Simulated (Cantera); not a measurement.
Charge: 1 mol SiO₂, 0.76 mol BCl₃, 2.4 mol O₂, 18 mol F₂, at 0.00410 bar.

These are equilibrium values from Cantera (NASA tables, ideal gas, pure condensed phases), not measurements of a reactor. Candidate condensed phases: B, B₂O₃, Si, SiO₂; 45 gas species. Kinetics and transport are ignored.

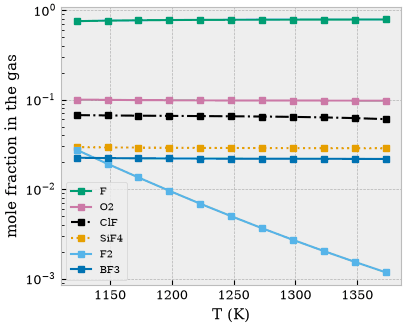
Equilibrium gas composition (values under 1e-9 drawn at 1e-9)

From 1123 K to 1373 K nothing is condensed. The main Si-bearing gas is SiF₄ throughout.
